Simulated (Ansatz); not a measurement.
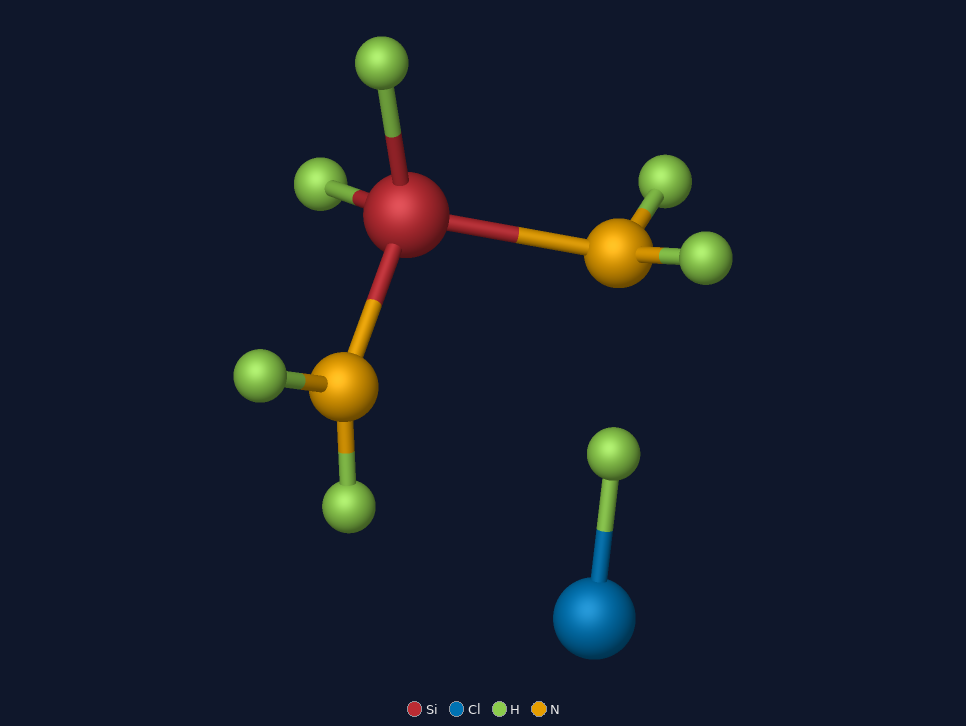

Harmonic vibrations computed with RKS PBE0-D4/def2-TZVP (Ansatz 0.2.0) at a stationary point of the same level.

Question: Minimum or transition state?

Answer: A minimum: no imaginary frequency, and the lowest mode lies at 73 cm⁻¹.

Question: How many vibrational modes are there, and where do they lie?

Answer: 27 modes: 73, 81, 173, 213, 290, 375, 429, 579, 613, 721, 764, 824, 879, 893, 921, 931, 974, 993, 1575, 1577, 2000, 2212, 2220, 3550, 3602, 3642, 3713 cm⁻¹.
